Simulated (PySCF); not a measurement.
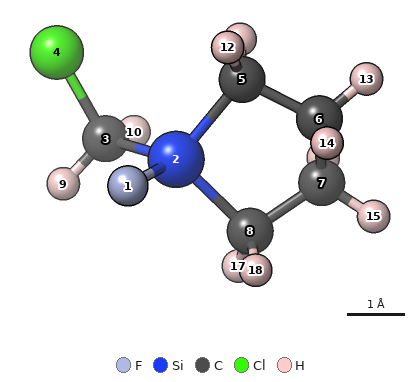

**Figure 1.** The structure as given in the input (ball-and-stick view, seen at a tilt; atoms are numbered from 1 in the order of the input). Bond lengths as drawn: C–C 1.53 to 1.54 Å, C–Cl 1.79 Å, C–H 1.10 to 1.11 Å, C–Si 1.87 to 1.88 Å and F–Si 1.63 Å.

C5H10ClFSi: calculation

System: C5H10ClFSi, SMILES F[Si]1(CCl)CCCC1.
Method: B3LYP/def2-TZVPP electric field gradients, non-relativistic, gas phase (PySCF 2.14.0).

The geometry comes from this level: PBE0-D3(BJ)/def2-SVP. Figures and captions count atoms from 1; the log counts them from 0 in places.

What the program printed
```
coarse grid: 15968 points
cycle   1  E = -1046.2578241372  dE =  6.640e-01  |g| = 7.564e-01  |ddm| = 3.272e+00
cycle   2  E = -1046.1386347616  dE =  1.192e-01  |g| = 1.150e+00  |ddm| = 1.709e+00
cycle   3  E = -1046.3696016880  dE = -2.310e-01  |g| = 1.247e-01  |ddm| = 1.139e+00
cycle   4  E = -1046.3720936211  dE = -2.492e-03  |g| = 5.017e-02  |ddm| = 1.293e-01
cycle   5  E = -1046.3725670462  dE = -4.734e-04  |g| = 1.383e-02  |ddm| = 4.250e-02
cycle   6  E = -1046.3726109513  dE = -4.391e-05  |g| = 2.790e-03  |ddm| = 1.440e-02
cycle   7  E = -1046.3726125025  dE = -1.551e-06  |g| = 7.360e-04  |ddm| = 2.908e-03
final grid: 220992 points
cycle   8  E = -1046.3630704645  dE = -8.765e-05  |g| = 6.344e-03  |ddm| = 1.037e-01
cycle   9  E = -1046.3630627120  dE =  7.753e-06  |g| = 8.308e-03  |ddm| = 1.151e-02
cycle  10  E = -1046.3630795385  dE = -1.683e-05  |g| = 9.344e-04  |ddm| = 6.644e-03
cycle  11  E = -1046.3630796948  dE = -1.563e-07  |g| = 4.122e-04  |ddm| = 9.919e-04
cycle  12  E = -1046.3630797205  dE = -2.568e-08  |g| = 1.091e-04  |ddm| = 3.397e-04
cycle  13  E = -1046.3630797225  dE = -2.031e-09  |g| = 2.365e-05  |ddm| = 1.024e-04
cycle  14  E = -1046.3630797226  dE = -1.023e-10  |g| = 4.741e-06  |ddm| = 2.646e-05
```

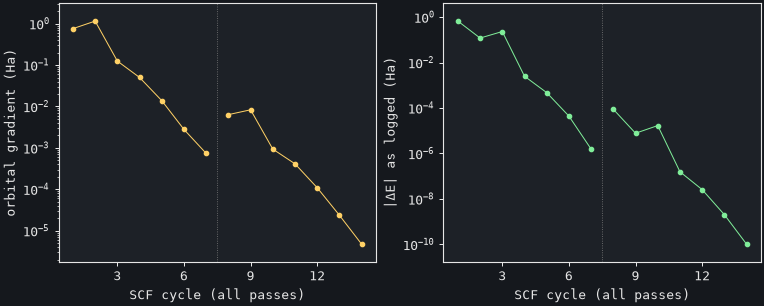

**Figure 2.** Convergence of the self-consistent field: orbital gradient and size of the energy change against the SCF cycle. The dotted line marks the change from a coarse to the final integration grid. The first 7 cycles use a coarse grid, the final grid takes over at cycle 8, and the field converges after 14 cycles in all.

```
converged SCF energy = -1046.3630797226

Field-gradient tensors (au): xx yy zz xy xz yz
  0 F    -0.57422   -0.55755    1.13177    0.01623    0.09606    0.13620
  1 Si   -0.33752   -0.34059    0.67810   -0.03893   -0.05764    0.02063
  2 C    -0.01736    0.18136   -0.16400   -0.36858    0.14309   -0.07191
  3 Cl    0.56751    1.30444   -1.87195   -2.94336    0.69904   -0.80581
  4 C     0.07226   -0.08595    0.01369   -0.04806   -0.01531   -0.03711
  5 C     0.04097   -0.00700   -0.03397   -0.01653    0.02236   -0.03037
  6 C    -0.02820    0.02380    0.00440    0.03822    0.02749    0.02288
  7 C    -0.04954    0.00807    0.04147    0.07699   -0.02146    0.04758
  8 H    -0.07810    0.15074   -0.07264    0.11733    0.06745    0.13503
  9 H    -0.13573   -0.12403    0.25977   -0.01191    0.02003   -0.04842
 10 H    -0.02348   -0.10426    0.12774   -0.06343   -0.16626    0.09108
 11 H    -0.12824    0.07341    0.05483   -0.02911    0.02228   -0.20638
 12 H    -0.07602    0.05777    0.01826    0.10327    0.09403    0.16982
 13 H    -0.00550   -0.13130    0.13680    0.00065   -0.18221   -0.00308
 14 H     0.22441   -0.10039   -0.12402   -0.10540    0.06057   -0.01727
 15 H    -0.05220   -0.12985    0.18205   -0.00363   -0.15713    0.01077
 16 H    -0.11611    0.15652   -0.04041    0.09103   -0.04991   -0.16140
 17 H    -0.00274   -0.10521    0.10795   -0.05342   -0.18071    0.08219
```

The run was set up as follows.

Input file
```
{"job": {"kind": "efgt", "xc": "B3LYP", "basis": "def2-TZVPP"}, "charge": 0, "multiplicity": 1}
F     -0.151669     0.437322     1.913850
Si    -0.264470     0.315765     0.287917
C      1.426482     0.757350    -0.407733
Cl     2.586575    -0.570623    -0.082154
C     -0.911811    -1.352431    -0.268680
C     -2.370741    -1.048342    -0.647940
C     -2.439779     0.349856    -1.276464
C     -1.695545     1.345809    -0.368407
H      1.832202     1.679195     0.034353
H      1.376195     0.899192    -1.498064
H     -0.331787    -1.674569    -1.151236
H     -0.808504    -2.146720     0.484683
H     -2.793245    -1.809888    -1.322916
H     -2.995385    -1.061145     0.262667
H     -3.482059     0.657162    -1.459401
H     -1.950329     0.319734    -2.266755
H     -1.419436     2.277274    -0.884717
H     -2.324966     1.631238     0.492686
```

The first line tells a small driver script what to run in PySCF; the rest is the geometry in Å.

Summary

```csv
quantity,value
outcome,converged
total energy,−1046.363080 hartree
hardware,"8 threads of Arm Neoverse N1, 98 GiB of memory available, shared host"
wall time,72 s (CPU time 93 s)
peak memory,2.7 GiB
```
